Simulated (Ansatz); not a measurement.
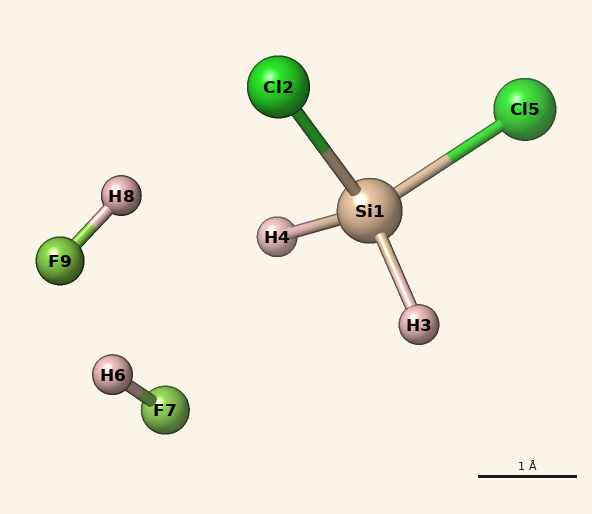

The computed structure is the end point of a PBE0-D4/def2-TZVP optimisation.

Which hydrogen bonds does the structure hold? Count O, N, F, S and Cl donors.

| D–H···A | D–H (Å) | H···A (Å) | angle (°) | kind |
| --- | --- | --- | --- | --- |
| F7–H6···F9 | 0.94 | 1.69 | 157 | intermolecular |
| F9–H8···Cl2 | 0.94 | 2.14 | 164 | intermolecular |
